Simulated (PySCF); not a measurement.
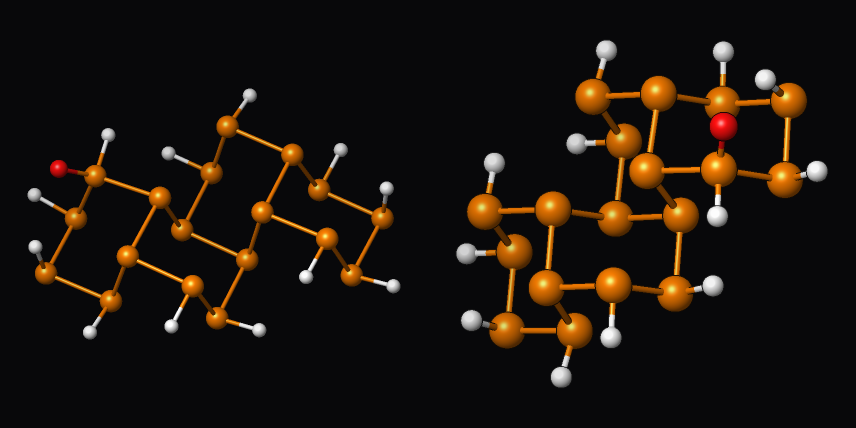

Both panels show the same species. Colours: phosphorus orange, hydrogen white, oxygen red.

The computed structure is the end point of a GFN2-xTB optimisation. No frequency run is at hand to confirm it as a minimum.

Which formula does it have?

Answer. H12OP18, 31 atoms: 12 hydrogen, 1 oxygen and 18 phosphorus.

Count the bonded pairs by element.

Answer. 21 P–P, 12 P–H, 1 O–P. Sticks follow a distance rule.

The parts below concern this one geometry. Atoms keep their numbers from picture to picture.

Shape

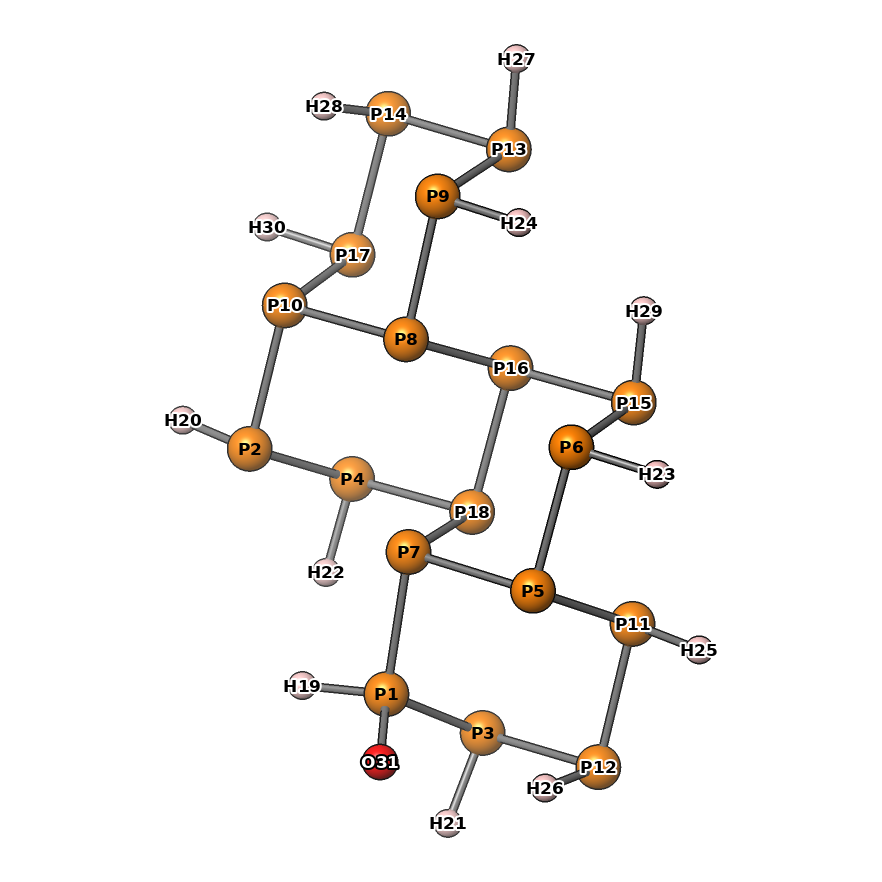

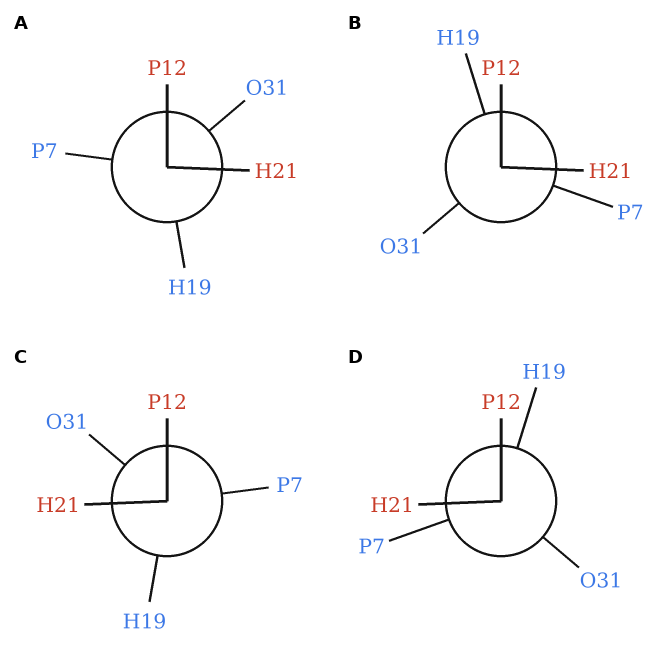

Distant atoms are faded towards the background colour. Bonds that would overlap in a projection are set slightly apart. No frequency run is at hand to confirm it as a minimum.

Which Newman projection shows the view along P3–P1, with P3 in front?

Answer. C. The torsion angle P12–P3–P1–P7 is 82°, about perpendicular.

Electronic properties

No frequency run is at hand to confirm it as a minimum. Properties computed with CAM-B3LYP/def2-SVP, gas phase (PySCF 2.14.0). Excitations: vertical, linear response.

Predict the main results.

- dipole moment: 2.95 D
- HOMO energy (Kohn–Sham orbital): −7.15 eV
- LUMO energy (Kohn–Sham orbital): −1.09 eV
- HOMO–LUMO gap: 6.06 eV
- mean static polarisability: 400.9 bohr³
- lowest vertical singlet excitation: 3.68 eV
- its oscillator strength: 0.250

Ring current

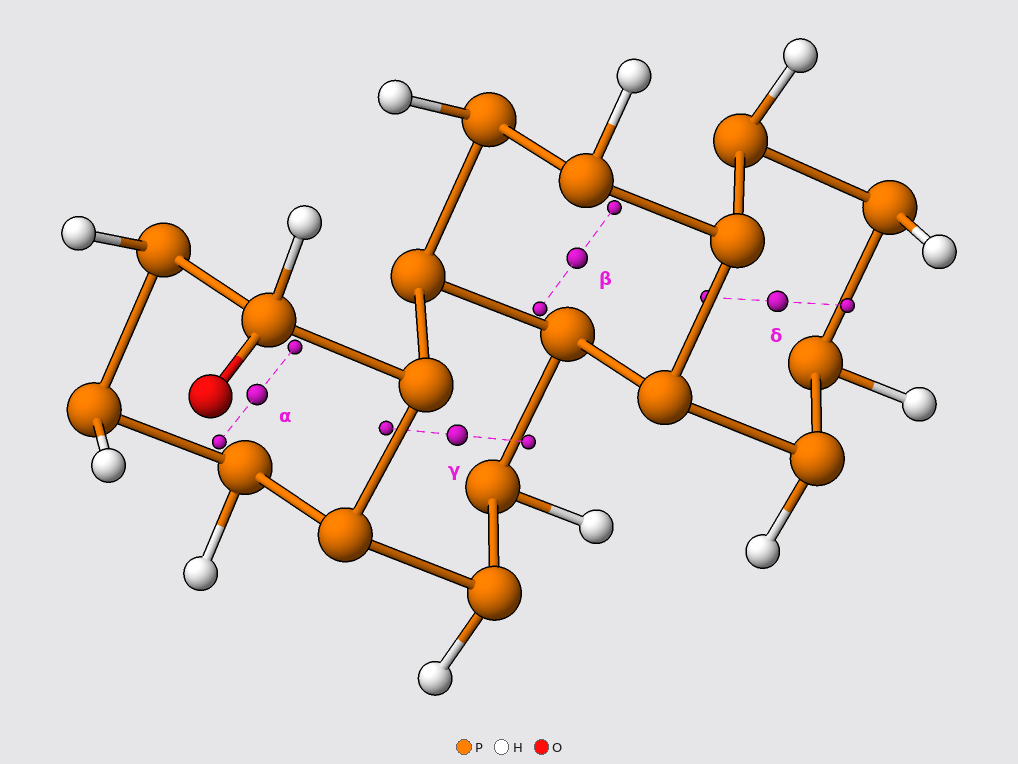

The small points mark where nucleus-independent chemical shifts (NICS) were computed: at the centre of each lettered ring and 1 Å above and below it. No frequency run is at hand to confirm it as a minimum. Properties computed with GIAO KT3/pcSseg-1 NMR shielding, non-relativistic, gas phase (PySCF 2.14.0).

Give NICS(0), NICS(1) and the out-of-plane component NICS(1)zz for each ring (means of the two sides).

```
ring  members  NICS(0)  NICS(1)  NICS(1)zz
   α       P6     −2.9     −2.7        3.4
   β       P6     −1.6     −1.3        1.1
   γ       P6     −1.9     −1.8        0.4
   δ       P6     −2.8     −2.6        2.5
```

Values in ppm.

What do the values say about the ring currents?

Answer. Ring α: weak, as in a non-aromatic ring. Ring β: weak, as in a non-aromatic ring. Ring γ: weak, as in a non-aromatic ring. Ring δ: weak, as in a non-aromatic ring. NICS is one index among several.

NMR shielding

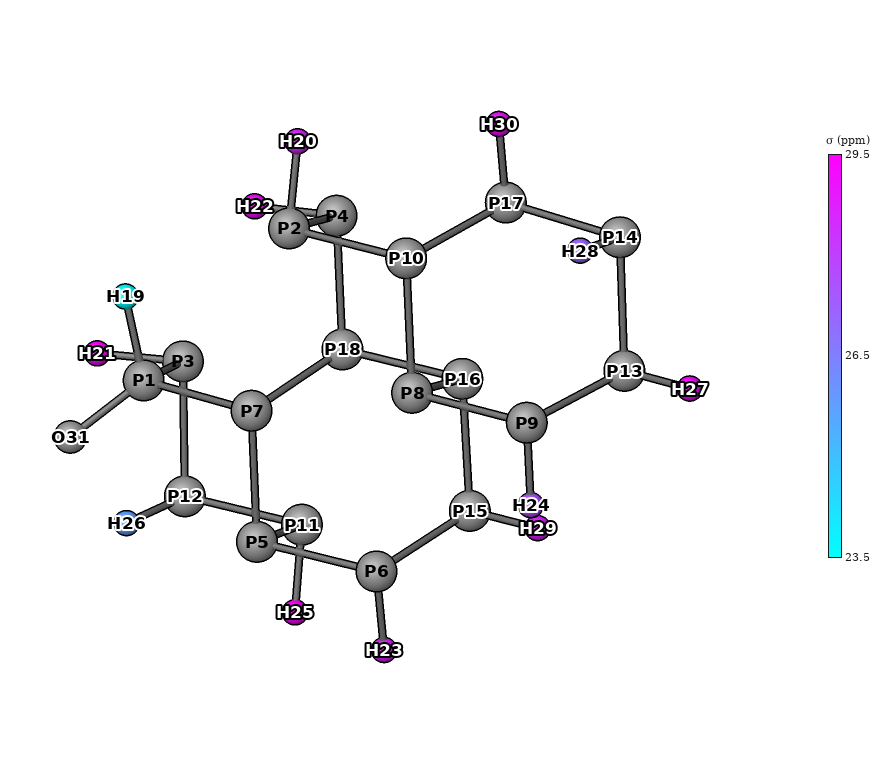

Atoms are coloured by their isotropic NMR shieldings (H only, the others grey). No frequency run is at hand to confirm it as a minimum. Method: GIAO KT3/pcSseg-1 NMR shielding, non-relativistic, gas phase (PySCF 2.14.0).

List the isotropic NMR shieldings of the H atoms.

```json
{"atom": "H19", "σ (ppm)": "23.53"}
{"atom": "H20", "σ (ppm)": "28.60"}
{"atom": "H21", "σ (ppm)": "29.35"}
{"atom": "H22", "σ (ppm)": "29.16"}
{"atom": "H23", "σ (ppm)": "28.70"}
{"atom": "H24", "σ (ppm)": "27.56"}
{"atom": "H25", "σ (ppm)": "29.41"}
{"atom": "H26", "σ (ppm)": "25.78"}
{"atom": "H27", "σ (ppm)": "29.24"}
{"atom": "H28", "σ (ppm)": "27.07"}
{"atom": "H29", "σ (ppm)": "28.69"}
{"atom": "H30", "σ (ppm)": "29.15"}
```

The geometry is semi-empirical. Around P such bond lengths and angles can be off by a tenth of an ångström or more and by several degrees, and values that hang on the shape move with them.
